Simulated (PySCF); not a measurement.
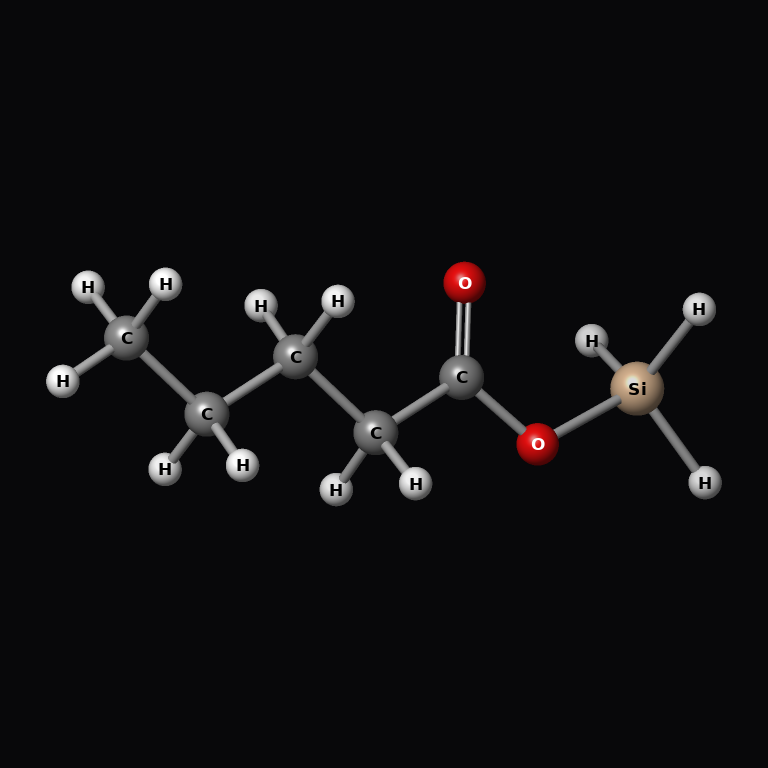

The picture shows a molecular structure as a ball-and-stick model. Double and triple bonds are drawn as two and three sticks.

Computed geometry: PBE0-D3(BJ)/def2-SVP optimisation. No frequency run is at hand to confirm it as a minimum.

**Which formula does it have?**

C5H12O2Si, 20 atoms: 5 carbon, 12 hydrogen, 2 oxygen and 1 silicon.

**Name some functional groups or characteristic bonds that it holds.**

Among them: Si–H bond, Si–O bond.

**Count the bonded pairs by element.**

9 C–H, 4 C–C, 3 Si–H, 2 C–O, 1 O–Si.

**Does it have rings?**

It has no ring.

The parts below concern this one geometry. Atoms keep their numbers from picture to picture.

## Shape

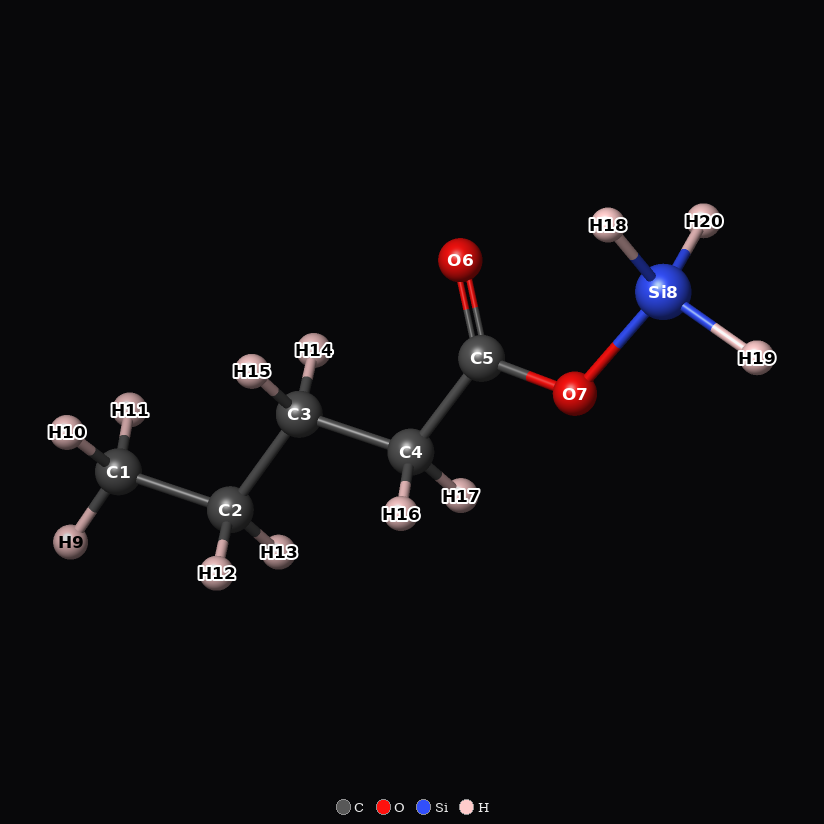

Numbered structure. No frequency run is at hand to confirm it as a minimum.

Give these bond angles: C1–C2–C3, C1–C2–H12, C2–C1–H9, C2–C1–H11, C2–C3–H15, C3–C2–H12, C3–C4–C5, C4–C5–O7, C5–C4–H16, C5–C4–H17, C5–O7–Si8, O7–Si8–H20.

```csv
angle,degrees
C1–C2–C3,113.1
C1–C2–H12,109.6
C2–C1–H9,111.7
C2–C1–H11,111.2
C2–C3–H15,109.9
C3–C2–H12,109.3
C3–C4–C5,113.7
C4–C5–O7,113.1
C5–C4–H16,107.6
C5–C4–H17,106.7
C5–O7–Si8,116.4
O7–Si8–H20,110.5
```

## Excitation

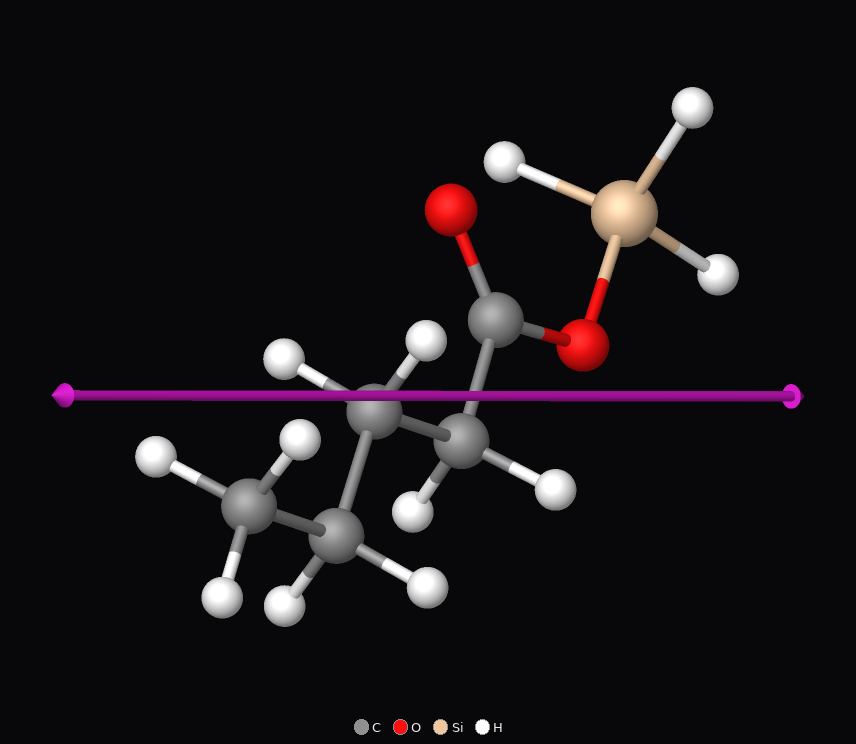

The double arrow shows the direction of the transition dipole to excited singlet state 4 (its length means nothing). No frequency run is at hand to confirm it as a minimum. Method: TDDFT CAM-B3LYP/def2-SVPD, vertical, gas phase, core orbitals frozen in the response (PySCF 2.14.0).

**Give its energy, strength and character.**

8.19 eV (151 nm), oscillator strength 0.062, of mixed character, with the largest part HOMO−1 → LUMO+1 (weight 0.40); transition dipole 1.42 D.

## NMR shielding

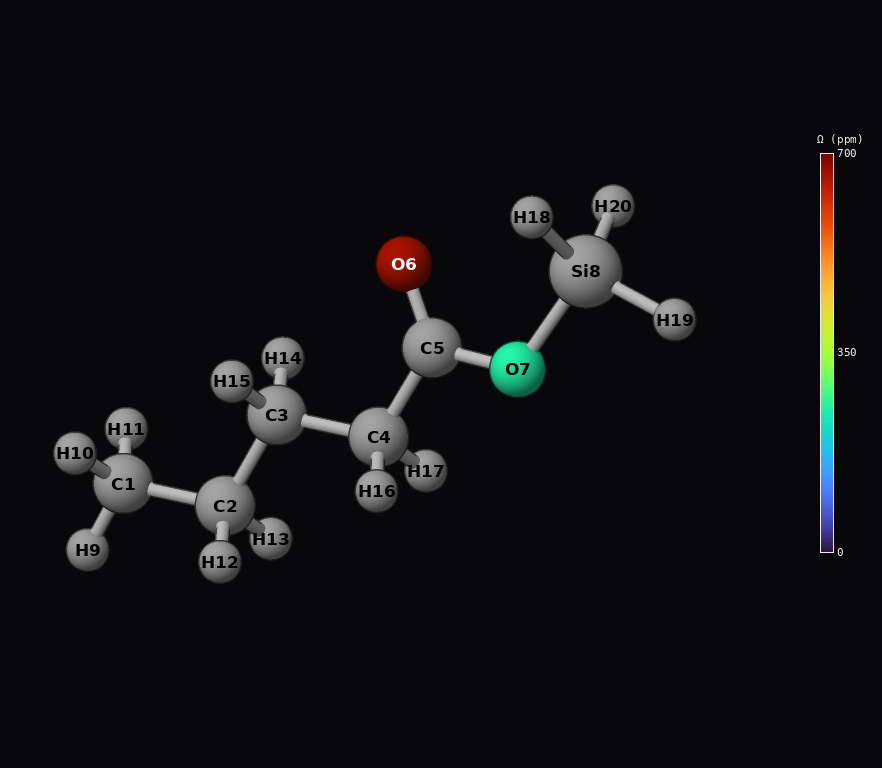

The O atoms are coloured by the span of their shielding tensor. No frequency run is at hand to confirm it as a minimum. Properties computed with GIAO PBE0/pcSseg-1 NMR shielding, non-relativistic, gas phase (PySCF 2.14.0). Principal shieldings σ11 ≤ σ22 ≤ σ33, span Ω = σ33 − σ11, skew κ = 3(σiso − σ22)/Ω.

**Which O atom has the most anisotropic shielding?**

O6, with a span of 663 ppm.

Give the shielding tensors of the O atoms.

```tsv
atom	σ11	σ22	σ33	σiso	Ω	κ
O6	−390.2	−246.3	272.9	−121.2	663.0	0.57
O7	−12.9	188.7	236.4	137.4	249.3	−0.62
```

Shieldings and span in ppm.

## Quadrupole coupling

No frequency run is at hand to confirm it as a minimum. Electric field gradients from the ground-state density, PBE0/pcSseg-1 (PySCF 2.14.0), non-relativistic apart from any core potentials.

Give the largest field-gradient component, the quadrupole coupling constant and the asymmetry for 17O at O6 (Q = −25.6 mb), 17O at O7 (Q = −25.6 mb).

```
atom  V_zz (a.u.)  e²qQ/h (MHz)     η
  O6       −1.557          9.37  0.20
  O7        1.359         −8.17  0.03
```
